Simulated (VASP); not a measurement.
Band structure of TaO2 (space group P4_2/mnm). Level of theory: PBEsol GGA, VASP's PBE PAW potentials (set 64) (plane waves; VASP).

Unless said otherwise, spin-orbit coupling is left out, though it shifts the bands of the heavy elements here.

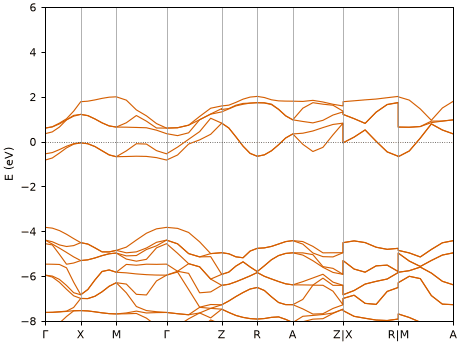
Bands along high-symmetry lines, zero at the valence-band maximum or, without a gap, the Fermi level

Task: Read the plot: is there a gap, and where are the band edges?

Result: It has no gap at this level: it comes out as a metal or semimetal.

The structure was generated: TaO2 was put into an ordered model structure, which need not be its known phase. The cell was not relaxed at this level.
